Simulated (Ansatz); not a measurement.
# Ligand exchange: SnH2(CH3)F + C2H3Br → SnH3(CH3) + C2H2BrF

Gas-phase species: SnH2(CH3)F, singlet; C2H3Br `C=CBr`, singlet; SnH3(CH3), singlet; C2H2BrF `C=C(F)Br`, singlet. The partners trade F for H: Sn–F and C–H bonds give way to Sn–H and C–F.

Shapes, held fixed at every level: PBE0-D4/def2-TZVP. Programs: Ansatz 0.2.0. Electronic energies: no zero-point or thermal term.

| level | kind | ΔE (kJ/mol) | less CCSD(T)/def2-TZVPP |
| --- | --- | --- | --- |
| HF/def2-SVP | Hartree–Fock | +135.7 | -2.1 |
| r2SCAN-D4/def2-TZVPP | meta-GGA | +134.5 | -3.3 |
| BHLYP-D4/def2-TZVPP | global hybrid | +143.1 | +5.3 |
| wB97X-V/def2-TZVPP | range-separated hybrid | +137.0 | -0.8 |
| B2PLYP/def2-TZVPP | double hybrid | +143.8 | +6.0 |
| CCSD(T)/def2-SVP | coupled cluster or CI | +125.7 | -12.1 |
| CCSD/def2-SVP | coupled cluster or CI | +128.8 | -9.0 |
| CCSD(T)/def2-TZVPP | coupled cluster or CI | +137.8 | 0.0 |

The highest level, CCSD(T)/def2-TZVPP, gives ΔE = +137.8 kJ/mol; the levels span +125.7 to +143.8. The column of differences is taken from that level and isn't an error. No measured value is set beside it here. For atoms past krypton def2 sets carry core potentials with scalar relativity. Relativity is left out for Br. Outer-core shells of Br, Sn are correlated, in sets that cover them unevenly.

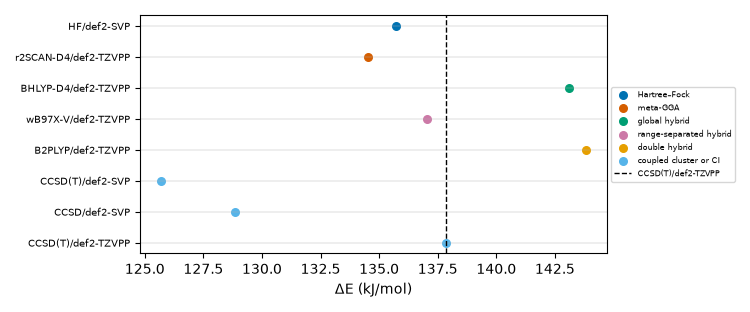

The values of the table, level by level.
